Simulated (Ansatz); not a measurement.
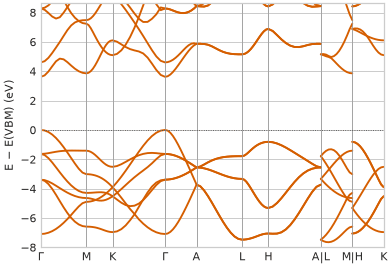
*Band structure from LDA in the plane-wave PAW code Ansatz*

Question: Read off the gap and where the band edges lie.

Answer: About 3.6 eV (3.62 eV by a search for the band edges); maximum at Γ, minimum at Γ.

Question: Pick the material that matches.
A. GaN, P6_3mc (Pearson symbol hP12)
B. AlN, P6_3/mmc (Al on 2d, N on 2c)
C. K2S, P6_3/mmc (S on 2c, K on 2a, K on 2d)

Answer: B, AlN, P6_3/mmc (Al on 2d, N on 2c)

The workflow started from a Materials Project entry (that database holds measured and hypothetical structures alike); the Crystallography Open Database copy checked does not list it. It is not the phase usual at ambient conditions (space group No. 186, 216). The cell was relaxed with LDA under the symmetry of its start; phonons on a q-mesh show no instability.

Potentials: the later of the program's two PAW sets.
